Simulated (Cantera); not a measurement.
Feed: 1 mol Si2H6, 3.1 mol H2O, 0.28 mol H2, 5.3 mol N2O, equilibrated at 0.100 bar.

Equilibrium computed with Cantera from the NASA thermochemical tables; the gas is ideal and each condensed phase is pure. Candidate condensed phases: H2O, Si, SiO2, Si2N2O, Si3N4; 35 gas species. The feed counts by its element totals alone. The tables hold silica as quartz up to 1696 K and as liquid above; real silica turns to tridymite and cristobalite and melts near 1996 K. Gases not in the tables: Si(OH)4. Rates play no part.

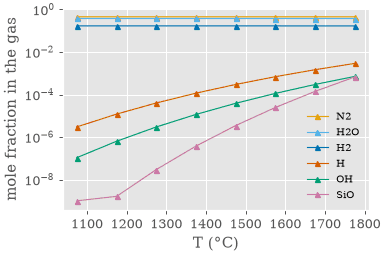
Fig. 1. Equilibrium gas composition (values under 1e-9 drawn at 1e-9)

From 1075 °C to 1375 °C the condensed part is SiO2(β-quartz). From 1475 °C to 1675 °C the condensed part is SiO2(condensed). At 1775 °C the condensed part is SiO2(l).
